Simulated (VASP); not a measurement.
# N on Ru(0001): binding against coverage, part 3 of 12

How do binding and work function change as N crowds Ru(0001)?

VASP 6.6.1, plane waves and PAW; the level of theory is named at each step.

So far. Step 3 (Relaxing the atoms): Energy at zero smearing: -16.62505 eV. Step 4 (Surface relaxation, cell 1 x 1, k-mesh 9×9×1): The run ended after 7 ionic steps, 0.018 eV below its first step, once the forces on the free atoms met EDIFFG = -0.03.

**5. The vacuum level, cell 1 x 1, k-mesh 9×9×1**

Level of this step: PBE; plane waves and PAW (Ru) (VASP).

A static run writes the electrostatic potential without exchange and correlation (LVHAR), which is flat in the vacuum and gives the level to count from. The dipole correction cancels the field that unlike faces would set up across the vacuum.

INCAR

```
SYSTEM = Ru
PREC = Normal
ENCUT = 440
EDIFF = 1E-06
NELM = 120
ISMEAR = 1
SIGMA = 0.15
LREAL = .FALSE.
ALGO = Fast
GGA = PE
NBANDS = 22
LASPH = .TRUE.
LORBIT = 11
LWAVE = .FALSE.
LCHARG = .FALSE.
KPAR = 8
IDIPOL = 3
LDIPOL = .TRUE.
DIPOL = 0.5 0.5 0.499
LVHAR = .TRUE.
LVACPOTAV = .TRUE.
```

POSCAR

```
Ru
1.0
    2.7166669255      0.0000000000      0.0000000000
    1.3583334628      2.3527025711      0.0000000000
    0.0000000000      0.0000000000     21.4119355986
Ru
4
Selective dynamics
Direct
    0.6666666700      0.6666666700      0.3502719300  F F F
    0.0000000000      0.0000000000      0.4500906400  F F F
    0.6666666700      0.6666666700      0.5491254011  T T T
    0.0000000000      0.0000000000      0.6463590899  T T T
```

KPOINTS

```
Automatic mesh
0
Gamma
9 9 1
0 0 0
```

Potentials, in the order of the species: Ru (PBE family, release 64).

Launch:

```bash
> mpirun -np 8 vasp_std
```

What it wrote:

```text
[... set-up lines as in an earlier step ...]
 entering main loop
       N       E                     dE             d eps       ncg     rms          rms(c)
DAV:   1     0.173573680834E+03    0.17357E+03   -0.12620E+04   528   0.108E+03
DAV:   2    -0.270639674358E+02   -0.20064E+03   -0.18249E+03   624   0.245E+02
DAV:   3    -0.372076191818E+02   -0.10144E+02   -0.95660E+01   730   0.525E+01
DAV:   4    -0.375928489534E+02   -0.38523E+00   -0.37994E+00   608   0.932E+00
DAV:   5    -0.376061653702E+02   -0.13316E-01   -0.13300E-01   736   0.178E+00    0.218E+01
RMM:   6    -0.358135334777E+02    0.17926E+01   -0.61004E+00   556   0.165E+01    0.930E+00
RMM:   7    -0.521879633727E+02   -0.16374E+02   -0.18370E+01   731   0.203E+01    0.337E+01
RMM:   8    -0.524191317239E+02   -0.23117E+00   -0.15888E+01   713   0.156E+01    0.317E+01
RMM:   9    -0.349492996630E+02    0.17470E+02   -0.43460E+00   590   0.970E+00    0.388E+00
RMM:  10    -0.349353012244E+02    0.13998E-01   -0.19168E+00   628   0.527E+00    0.244E+00
RMM:  11    -0.348991851274E+02    0.36116E-01   -0.33479E-01   609   0.264E+00    0.159E+00
RMM:  12    -0.348918565667E+02    0.73286E-02   -0.63255E-02   674   0.972E-01    0.121E+00
RMM:  13    -0.348882234338E+02    0.36331E-02   -0.16629E-02   629   0.577E-01    0.717E-01
RMM:  14    -0.348831139148E+02    0.51095E-02   -0.62998E-03   624   0.400E-01    0.323E-01
RMM:  15    -0.348825322888E+02    0.58163E-03   -0.26378E-03   672   0.215E-01    0.198E-01
RMM:  16    -0.348823262589E+02    0.20603E-03   -0.80091E-04   688   0.125E-01    0.886E-02
RMM:  17    -0.348822803149E+02    0.45944E-04   -0.44871E-04   637   0.102E-01    0.199E-02
RMM:  18    -0.348823120883E+02   -0.31773E-04   -0.12947E-04   745   0.410E-02    0.221E-02
RMM:  19    -0.348823277263E+02   -0.15638E-04   -0.22123E-05   605   0.222E-02    0.976E-03
RMM:  20    -0.348823424244E+02   -0.14698E-04   -0.13453E-05   554   0.147E-02    0.450E-03
RMM:  21    -0.348823650786E+02   -0.22654E-04   -0.47012E-06   404   0.769E-03    0.494E-03
RMM:  22    -0.348823716041E+02   -0.65255E-05   -0.83504E-07   320   0.459E-03    0.214E-03
RMM:  23    -0.348823973875E+02   -0.25783E-04   -0.14001E-06   331   0.404E-03    0.254E-03
RMM:  24    -0.348824049459E+02   -0.75585E-05   -0.38019E-07   224   0.225E-03    0.180E-03
RMM:  25    -0.348824085251E+02   -0.35791E-05   -0.35220E-07   285   0.239E-03    0.676E-04
RMM:  26    -0.348824092202E+02   -0.69509E-06   -0.11641E-07   149   0.151E-03
 -----------------------------------------------------------------------------
|                                                                             |
|           W    W    AA    RRRRR   N    N  II  N    N   GGGG   !!!           |
|           W    W   A  A   R    R  NN   N  II  NN   N  G    G  !!!           |
|           W    W  A    A  R    R  N N  N  II  N N  N  G       !!!           |
|           W WW W  AAAAAA  RRRRR   N  N N  II  N  N N  G  GGG   !            |
|           WW  WW  A    A  R   R   N   NN  II  N   NN  G    G                |
|           W    W  A    A  R    R  N    N  II  N    N   GGGG   !!!           |
|                                                                             |
|     Did not find any points to average over, which means that no vacuum     |
|     field-free region was found. Please increase the size of  your cell     |
|     in the dimension of the dipole correction to obtain accurate            |
|     workfunction values.                                                    |
|                                                                             |
 -----------------------------------------------------------------------------

   1 F= -.34882409E+02 E0= -.34883467E+02  d E =0.317441E-02
```

Elapsed: 12 s, on 8 MPI ranks of AMD EPYC 7R43, shared host; peak memory 1.2 GiB.

Parts of OUTCAR (step 5):

```text
   NELECT =      32.0000    total number of electrons

 dipolmoment           0.000000      0.000000     -0.000059 electrons x Angstroem

 E-fermi :   1.9796

 k-point     1 :       0.0000    0.0000    0.0000
  band No.  band energies     occupation
    ...
     13       0.0292      2.00000
     14       0.0292      2.00000
     15       0.2986      2.00000
     16       1.0924      2.00000
     17       1.0924      2.00000
     18       2.1294     -0.05001
     19       2.1294     -0.05001
     20       2.1386     -0.06055
     21       2.9300     -0.00000
     22       3.2213     -0.00000

  Total       -3.6924097     -3.6924097     -1.0292081     -0.0000000      0.0000000      0.0000000
  in kB      -43.2275993    -43.2275993    -12.0490950     -0.0000000      0.0000000      0.0000000
  external PRESSURE =     -32.8347645 kB  Pullay stress =       0.0000000 kB

 POSITION                                       TOTAL-FORCE (eV/Angst)
 -----------------------------------------------------------------------------------
      2.71667      1.56847      7.50000        -0.000000     -0.000000      0.488661
      0.00000      0.00000      9.63731         0.000000      0.000000     -0.498557
      2.71667      1.56847     11.75784         0.000000      0.000000      0.007032
      0.00000      0.00000     13.83980         0.000000      0.000000      0.002864
 -----------------------------------------------------------------------------------
    total drift:                               -0.000002     -0.000001     -0.000474

  FREE ENERGIE OF THE ION-ELECTRON SYSTEM (eV)
  ---------------------------------------------------
  free  energy   TOTEN  =       -34.8824092202 eV

  energy  without entropy=      -34.8855836305  energy(sigma->0) =      -34.88346736

 vacuum level on the upper side and lower side of the slab         7.063         7.065

[... 6 parts as in an earlier step ...]

[... 11 further parts left out ...]
```

This step gave:

- electronic cycles: 26
- Fermi energy: 1.980 eV
- dipole moment: 0, 0, -5.90e-5 e·Å
- vacuum levels: 7.063, 7.065 eV
- work functions of the upper and lower face: 5.083, 5.085 eV

The planar average of the electrostatic potential oscillates, so the rows of the table below give means over windows of 1 Å about each position, cut where the curve ends. Its maxima inside the range that stand out by 2 % of the span (Å: eV): 8.6: -1.75, 10.7: -2.12, 12.8: -2.48. Its minima: 7.6: -21.2, 9.7: -21.8, 11.8: -21.9, 13.9: -21.3.

Zero at the Fermi level. Planar average of the electrostatic potential against height; means over each step:

```
height (Å)  planar average of the electrostatic potential (eV)
         0                                                5.09
         1                                                5.09
         2                                                5.09
         3                                                5.09
         4                                                5.07
         5                                                4.94
         6                                                3.28
         7                                               -12.5
         8                                               -12.9
         9                                               -10.5
        10                                               -15.8
        11                                               -8.66
        12                                               -17.6
        13                                               -7.65
        14                                               -17.9
        15                                               0.296
        16                                                4.73
        17                                                5.06
        18                                                5.08
        19                                                5.08
        20                                                5.08
        21                                                5.08
```

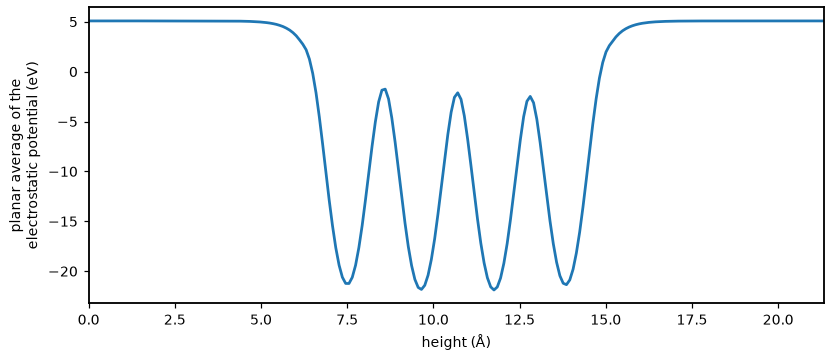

Planar average of the electrostatic potential against height.

Force by atom:

```
atom  x (eV/Å)  y (eV/Å)  z (eV/Å)   size
 Ru1     0.000     0.000     0.489  0.489
 Ru2     0.000     0.000    -0.499  0.499
 Ru3     0.000     0.000     0.007  0.007
 Ru4     0.000     0.000     0.003  0.003
```

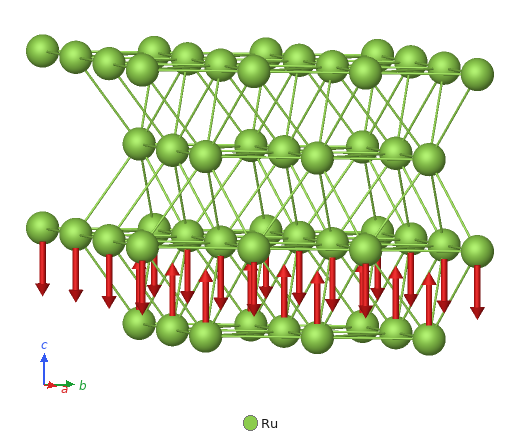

Force as arrows, the longest 0.499 eV/Å. 3×3×1 cells are drawn. Some periodic images of atoms are drawn too.

The vacuum level lies 5.08 eV above the Fermi level at the upper face; both faces agree, as the slab has next to no dipole.

The program found no field-free point at its default tolerance, but its printed level agrees with the flat part of the planar average.

[end of part 3 of 12]

[Lines on the potential files, build, host, timing and source positions are cut from VASP's logs without a mark.]

[Logs are printed without paths, hosts, clocks, repeated set-up lines and the standing remarks that a program may print on its own settings, such as how far it seeks lower states.]

[Hosts, paths, dates, database ids (printed as entryN), source tags and the programs' standing remarks are cut or masked in the printed files.]

[Runs that stopped without an error message from VASP are left out.]
